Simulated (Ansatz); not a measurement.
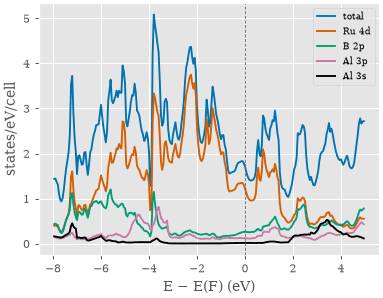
*Total and projected density of states of AlB$_{2}$Ru$_{2}$ in space group Cmmm (No. 65; Al on 2a, Ru on 4j, B on 4i), PBEsol in the plane-wave PAW code Ansatz*

**Question.** Which orbitals carry the states next to the Fermi level?

**Answer.** Within 0.5 eV of the Fermi level: Ru 4d 72 %, B 2p 15 %, Al 3p 7 %. Projections are on Löwdin-orthogonalised atomic valence shells; empty p or d shells of many metals are not among them.

**Question.** Where is the tallest occupied peak in this window, and what makes it?

**Answer.** Near -3.8 eV, about 5.1 states/eV per cell; the largest projected share is Ru 4d.

The start of the workflow was typed in or built on a structure type; neither database checked (COD, Materials Project) lists it. Its standing as an ambient phase is unchecked. The PBEsol relaxation kept the symmetry of its start; whether a distortion lowers the energy is not shown. The run is not spin-polarised. The volume moved by 16 % from the start of the relaxation. Spin–orbit coupling is left out wherever it is not named.

Potentials: the later of the program's two PAW sets.
